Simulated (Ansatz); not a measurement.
# Molecular dynamics of GaH₂ClO₂ (part 5 of 5)

The same run, continued: GaH₂ClO₂; RKS PBE0/def2-SVPD (Ansatz 0.2.0). It belongs to a series of runs on one base structure; here: dynamics from the last frame of an earlier run.

Geometry of the input (Å):
```
Ga -0.0262  -0.3437  -0.1384
Cl 0.0460  -0.1343  2.0501
O  1.4557  -0.2864  -1.2434
H  2.2209  -0.8162  -0.9831
O  -1.5609  -0.2413  -0.9595
H  -2.2661  -0.5006  -0.4549
```

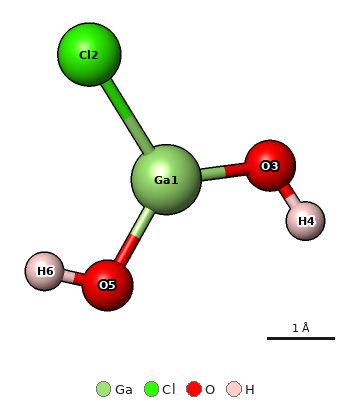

Figure 1. The geometry at step 136 of the log (ball-and-stick view, seen at a tilt; atoms are numbered from 1 in the order of the input).

**Trajectory as extended XYZ, continued**
```
6
Properties=species:S:1:pos:R:3:forces:R:3 step=121 time_fs=60.5 energy=-69001.51536 temperature=763.7
Ga    0.0174   -0.3196   -0.1909   -0.4743   0.0649   1.0777
Cl   -0.0057   -0.1209    2.1594    0.0612  -0.1360  -2.2303
O     1.5643   -0.3033   -1.0965   -0.4510   0.4002   1.2292
H     1.6273   -0.8444   -1.8713   -0.0894  -0.4197  -0.7433
O    -1.6363   -0.4197   -0.9829    1.3885   0.1607   0.6554
H    -2.2490   -0.1505   -0.2927   -0.4349  -0.0700   0.0113
6
Properties=species:S:1:pos:R:3:forces:R:3 step=123 time_fs=61.5 energy=-69001.50544 temperature=744.5
Ga    0.0194   -0.3183   -0.1930   -0.7038   0.0570   1.2262
Cl   -0.0058   -0.1211    2.1605    0.0618  -0.1314  -2.2374
O     1.5619   -0.3077   -1.0874   -0.2295   0.0635   0.6462
H     1.6098   -0.8323   -1.8863   -0.1128  -0.0846  -0.2910
O    -1.6352   -0.4252   -0.9855    0.3943   0.6054   1.7223
H    -2.2685   -0.1386   -0.2758    0.5899  -0.5098  -1.0663
6
Properties=species:S:1:pos:R:3:forces:R:3 step=124 time_fs=62.0 energy=-69001.48408 temperature=703.2
Ga    0.0203   -0.3176   -0.1940   -0.8211   0.0539   1.3042
Cl   -0.0059   -0.1213    2.1608    0.0621  -0.1291  -2.2389
O     1.5606   -0.3099   -1.0826   -0.1186  -0.1158   0.3110
H     1.6009   -0.8265   -1.8942   -0.1189   0.0937  -0.0246
O    -1.6345   -0.4278   -0.9865    0.0058   0.7847   2.1243
H    -2.2778   -0.1332   -0.2684    0.9907  -0.6872  -1.4760
6
Properties=species:S:1:pos:R:3:forces:R:3 step=125 time_fs=62.5 energy=-69001.45667 temperature=650.3
Ga    0.0212   -0.3169   -0.1949   -0.9390   0.0513   1.3839
Cl   -0.0059   -0.1214    2.1609    0.0625  -0.1268  -2.2393
O     1.5593   -0.3120   -1.0778   -0.0111  -0.2876  -0.0310
H     1.5919   -0.8205   -1.9022   -0.1195   0.2640   0.2471
O    -1.6338   -0.4304   -0.9872   -0.3083   0.9324   2.4382
H    -2.2863   -0.1283   -0.2621    1.3153  -0.8333  -1.7988
6
Properties=species:S:1:pos:R:3:forces:R:3 step=127 time_fs=63.5 energy=-69001.40082 temperature=542.2
Ga    0.0230   -0.3155   -0.1967   -1.1725   0.0476   1.5452
Cl   -0.0060   -0.1217    2.1608    0.0633  -0.1222  -2.2373
O     1.5568   -0.3165   -1.0683    0.1874  -0.5777  -0.6779
H     1.5736   -0.8078   -1.9173   -0.1021   0.5499   0.7508
O    -1.6326   -0.4349   -0.9874   -0.7293   1.1368   2.8267
H    -2.3000   -0.1207   -0.2542    1.7532  -1.0344  -2.2075
6
Properties=species:S:1:pos:R:3:forces:R:3 step=128 time_fs=64.0 energy=-69001.38010 temperature=502.1
Ga    0.0238   -0.3149   -0.1975   -1.2860   0.0465   1.6256
Cl   -0.0060   -0.1219    2.1605    0.0638  -0.1200  -2.2350
O     1.5555   -0.3189   -1.0637    0.2762  -0.6864  -0.9605
H     1.5643   -0.8009   -1.9240   -0.0846   0.6557   0.9616
O    -1.6321   -0.4370   -0.9869   -0.8462   1.1966   2.9151
H    -2.3048   -0.1180   -0.2527    1.8768  -1.0926  -2.3069
6
Properties=species:S:1:pos:R:3:forces:R:3 step=130 time_fs=65.0 energy=-69001.36669 temperature=476.2
Ga    0.0253   -0.3135   -0.1989   -1.5011   0.0458   1.7830
Cl   -0.0060   -0.1223    2.1594    0.0651  -0.1156  -2.2283
O     1.5531   -0.3240   -1.0549    0.4305  -0.8217  -1.4060
H     1.5456   -0.7854   -1.9351   -0.0358   0.7836   1.2663
O    -1.6316   -0.4405   -0.9845   -0.9080   1.2362   2.9044
H    -2.3099   -0.1154   -0.2555    1.9492  -1.1284  -2.3193
6
Properties=species:S:1:pos:R:3:forces:R:3 step=131 time_fs=65.5 energy=-69001.37628 temperature=494.7
Ga    0.0259   -0.3128   -0.1995   -1.6006   0.0461   1.8589
Cl   -0.0061   -0.1225    2.1586    0.0660  -0.1134  -2.2239
O     1.5521   -0.3267   -1.0508    0.4958  -0.8485  -1.5598
H     1.5362   -0.7767   -1.9392   -0.0064   0.8059   1.3518
O    -1.6316   -0.4420   -0.9826   -0.8534   1.2154   2.8081
H    -2.3101   -0.1155   -0.2596    1.8986  -1.1054  -2.2351
6
Properties=species:S:1:pos:R:3:forces:R:3 step=132 time_fs=66.0 energy=-69001.39625 temperature=533.3
Ga    0.0265   -0.3121   -0.2001   -1.6935   0.0469   1.9325
Cl   -0.0061   -0.1227    2.1577    0.0670  -0.1113  -2.2189
O     1.5510   -0.3295   -1.0469    0.5533  -0.8496  -1.6635
H     1.5268   -0.7674   -1.9422    0.0246   0.8018   1.3893
O    -1.6317   -0.4433   -0.9803   -0.7380   1.1653   2.6493
H    -2.3087   -0.1164   -0.2656    1.7867  -1.0531  -2.0888
6
Properties=species:S:1:pos:R:3:forces:R:3 step=134 time_fs=67.0 energy=-69001.45812 temperature=653.0
Ga    0.0275   -0.3107   -0.2010   -1.8565   0.0496   2.0716
Cl   -0.0061   -0.1231    2.1554    0.0695  -0.1073  -2.2068
O     1.5493   -0.3356   -1.0399    0.6468  -0.7815  -1.7148
H     1.5081   -0.7469   -1.9448    0.0869   0.7220   1.3159
O    -1.6321   -0.4454   -0.9746   -0.3028   0.9656   2.1271
H    -2.3020   -0.1207   -0.2823    1.3562  -0.8485  -1.5930
6
Properties=species:S:1:pos:R:3:forces:R:3 step=135 time_fs=67.5 energy=-69001.49247 temperature=719.4
Ga    0.0280   -0.3100   -0.2013   -1.9253   0.0515   2.1366
Cl   -0.0061   -0.1234    2.1541    0.0709  -0.1052  -2.1996
O     1.5485   -0.3388   -1.0368    0.6843  -0.7168  -1.6613
H     1.4988   -0.7358   -1.9446    0.1155   0.6511   1.2044
O    -1.6324   -0.4462   -0.9713    0.0302   0.8091   1.7540
H    -2.2969   -0.1239   -0.2926    1.0244  -0.6895  -1.2342
6
Properties=species:S:1:pos:R:3:forces:R:3 step=136 time_fs=68.0 energy=-69001.52268 temperature=778.0
Ga    0.0283   -0.3093   -0.2016   -1.9848   0.0535   2.1986
Cl   -0.0061   -0.1236    2.1525    0.0724  -0.1033  -2.1915
O     1.5479   -0.3421   -1.0340    0.7169  -0.6354  -1.5563
H     1.4896   -0.7241   -1.9434    0.1407   0.5632   1.0446
O    -1.6327   -0.4469   -0.9677    0.4473   0.6111   1.3022
H    -2.2910   -0.1277   -0.3040    0.6075  -0.4892  -0.7977
6
Properties=species:S:1:pos:R:3:forces:R:3 step=138 time_fs=69.0 energy=-69001.55195 temperature=834.4
Ga    0.0288   -0.3079   -0.2019   -2.0740   0.0581   2.3135
Cl   -0.0060   -0.1241    2.1491    0.0757  -0.0992  -2.1719
O     1.5469   -0.3490   -1.0290    0.7722  -0.4365  -1.2044
H     1.4716   -0.6995   -1.9386    0.1761   0.3516   0.5933
O    -1.6331   -0.4480   -0.9599    1.5214   0.0959   0.1856
H    -2.2781   -0.1362   -0.3282   -0.4713   0.0301   0.2839
6
Properties=species:S:1:pos:R:3:forces:R:3 step=139 time_fs=69.5 energy=-69001.54548 temperature=822.1
Ga    0.0290   -0.3072   -0.2020   -2.1027   0.0605   2.3666
Cl   -0.0060   -0.1244    2.1471    0.0774  -0.0971  -2.1600
O     1.5466   -0.3526   -1.0268    0.7971  -0.3278  -0.9703
H     1.4628   -0.6867   -1.9354    0.1846   0.2369   0.3148
O    -1.6329   -0.4486   -0.9560    2.1442  -0.2050  -0.4406
H    -2.2720   -0.1405   -0.3402   -1.1005   0.3324   0.8894
6
Properties=species:S:1:pos:R:3:forces:R:3 step=140 time_fs=70.0 energy=-69001.52618 temperature=784.6
Ga    0.0290   -0.3065   -0.2019   -2.1200   0.0628   2.4172
Cl   -0.0060   -0.1246    2.1450    0.0791  -0.0949  -2.1463
O     1.5465   -0.3562   -1.0247    0.8214  -0.2199  -0.7109
H     1.4541   -0.6738   -1.9319    0.1865   0.1237   0.0145
O    -1.6325   -0.4491   -0.9521    2.7732  -0.5104  -1.0612
H    -2.2668   -0.1446   -0.3514   -1.7401   0.6387   1.4867
6
Properties=species:S:1:pos:R:3:forces:R:3 step=142 time_fs=71.0 energy=-69001.47432 temperature=684.4
Ga    0.0290   -0.3051   -0.2016   -2.1176   0.0673   2.5116
Cl   -0.0059   -0.1252    2.1403    0.0824  -0.0899  -2.1126
O     1.5465   -0.3635   -1.0208    0.8674  -0.0297  -0.1770
H     1.4372   -0.6477   -1.9253    0.1740  -0.0749  -0.5903
O    -1.6302   -0.4505   -0.9449    3.7971  -1.0163  -2.0574
H    -2.2611   -0.1509   -0.3700   -2.8032   1.1435   2.4258
6
Properties=species:S:1:pos:R:3:forces:R:3 step=143 time_fs=71.5 energy=-69001.45954 temperature=655.7
Ga    0.0288   -0.3043   -0.2013   -2.0963   0.0693   2.5557
Cl   -0.0058   -0.1255    2.1378    0.0838  -0.0871  -2.0920
O     1.5467   -0.3672   -1.0189    0.8868   0.0417   0.0606
H     1.4290   -0.6346   -1.9225    0.1633  -0.1491  -0.8580
O    -1.6283   -0.4514   -0.9417    4.0504  -1.1518  -2.3169
H    -2.2613   -0.1529   -0.3765   -3.0880   1.2770   2.6506
6
Properties=species:S:1:pos:R:3:forces:R:3 step=145 time_fs=72.5 energy=-69001.48324 temperature=701.5
Ga    0.0283   -0.3029   -0.2004   -2.0108   0.0730   2.6385
Cl   -0.0057   -0.1260    2.1323    0.0862  -0.0808  -2.0425
O     1.5475   -0.3745   -1.0151    0.9063   0.1185   0.3815
H     1.4129   -0.6090   -1.9192    0.1482  -0.2281  -1.2281
O    -1.6226   -0.4538   -0.9364    3.8105  -1.0915  -2.2137
H    -2.2693   -0.1536   -0.3833   -2.9404   1.2089   2.4643
6
Properties=species:S:1:pos:R:3:forces:R:3 step=146 time_fs=73.0 energy=-69001.51945 temperature=771.6
Ga    0.0279   -0.3022   -0.1999   -1.9463   0.0746   2.6769
Cl   -0.0056   -0.1263    2.1293    0.0870  -0.0772  -2.0134
O     1.5481   -0.3781   -1.0132    0.9000   0.1226   0.4346
H     1.4051   -0.5965   -1.9190    0.1510  -0.2317  -1.3002
O    -1.6188   -0.4552   -0.9342    3.3285  -0.9064  -1.8877
H    -2.2768   -0.1525   -0.3837   -2.5203   1.0181   2.0897
6
Properties=species:S:1:pos:R:3:forces:R:3 step=147 time_fs=73.5 energy=-69001.56262 temperature=855.1
Ga    0.0275   -0.3015   -0.1992   -1.8675   0.0760   2.7130
Cl   -0.0056   -0.1266    2.1262    0.0876  -0.0734  -1.9813
O     1.5488   -0.3818   -1.0111    0.8789   0.1070   0.4058
H     1.3974   -0.5841   -1.9198    0.1647  -0.2144  -1.2866
O    -1.6146   -0.4568   -0.9323    2.6704  -0.6511  -1.4474
H    -2.2864   -0.1506   -0.3824   -1.9342   0.7558   1.5965
6
Properties=species:S:1:pos:R:3:forces:R:3 step=149 time_fs=74.5 energy=-69001.63513 temperature=995.4
Ga    0.0264   -0.3000   -0.1976   -1.6700   0.0782   2.7764
Cl   -0.0054   -0.1273    2.1196    0.0882  -0.0649  -1.9091
O     1.5507   -0.3889   -1.0069    0.7857   0.0373   0.1161
H     1.3823   -0.5599   -1.9244    0.2311  -0.1381  -1.0154
O    -1.6050   -0.4601   -0.9292    1.1078  -0.0613  -0.4685
H    -2.3095   -0.1452   -0.3764   -0.5427   0.1488   0.5005
6
Properties=species:S:1:pos:R:3:forces:R:3 step=150 time_fs=75.0 energy=-69001.65274 temperature=1029.4
Ga    0.0258   -0.2993   -0.1967   -1.5533   0.0788   2.8024
Cl   -0.0053   -0.1276    2.1161    0.0882  -0.0603  -1.8691
O     1.5518   -0.3925   -1.0047    0.7134  -0.0044  -0.1212
H     1.3751   -0.5479   -1.9279    0.2831  -0.0916  -0.7813
O    -1.6000   -0.4619   -0.9278    0.3277   0.2186  -0.0250
H    -2.3221   -0.1422   -0.3726    0.1410  -0.1410  -0.0057
```

**Results in brief**

```json
{"quantity": "outcome", "value": "finished"}
{"quantity": "mean temperature over the second half", "value": "774 K"}
{"quantity": "trajectory", "value": "150 steps, 75 fs"}
{"quantity": "ensemble", "value": "nve_milne"}
{"quantity": "temperature in the input", "value": "1000.0 K"}
{"quantity": "time step", "value": "0.5 fs"}
{"quantity": "potential energy (last step)", "value": "−69001.6528 eV"}
{"quantity": "mean-field energy (last step)", "value": "−69001.6528 eV"}
{"quantity": "largest force (length of the vector) (last step)", "value": "3.205 eV/Å"}
{"quantity": "hardware", "value": "2 threads of Arm Neoverse V2, 24 GiB of memory available, shared host"}
{"quantity": "wall time", "value": "9.1 min (CPU time 18 min)"}
{"quantity": "peak memory", "value": "0.32 GiB"}
```

**Remarks**

So short a trajectory is not equilibrated.
